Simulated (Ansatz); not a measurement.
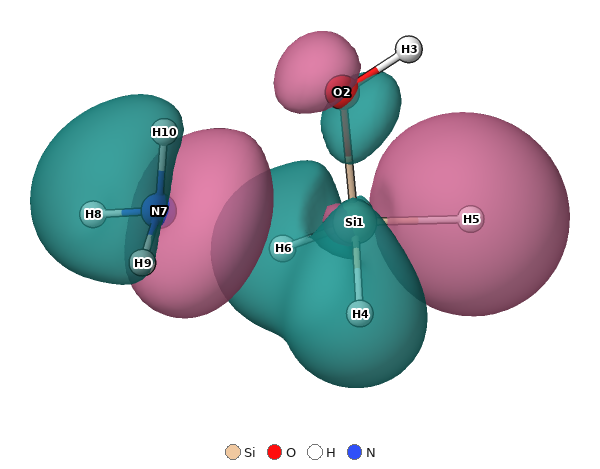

Figure. H₄OSi···NH₃. The HOMO at ±0.08 Å⁻³ᐟ² (teal and pink are the two phases), seen at a tilt.

Theory: RKS BHLYP-D4/6-31G* (Ansatz 0.2.0).

```yaml
atoms:
  - { symbol: Si, position_ang: [-0.1294, 0.0427, 0.0984] }
  - { symbol: O, position_ang: [-0.3695, -0.0131, 1.7525] }
  - { symbol: H, position_ang: [-0.9632, 0.6790, 2.0392] }
  - { symbol: H, position_ang: [1.2231, 0.4240, -0.3445] }
  - { symbol: H, position_ang: [-0.9786, 1.2130, -0.2939] }
  - { symbol: H, position_ang: [-0.6940, -1.0779, -0.6739] }
  - { symbol: N, position_ang: [1.2660, -1.9278, 0.9641] }
  - { symbol: H, position_ang: [0.9685, -2.8486, 0.6814] }
  - { symbol: H, position_ang: [2.2653, -1.8749, 0.8415] }
  - { symbol: H, position_ang: [1.0608, -1.8178, 1.9445] }
```

### Describe this orbital and give its energy.

It lies mainly on N7 (about 35 %), Si1 (about 20 %), H5 (about 20 %), H4 (about 5 %) and H6 (about 5 %). Its energy is −8.77 eV.
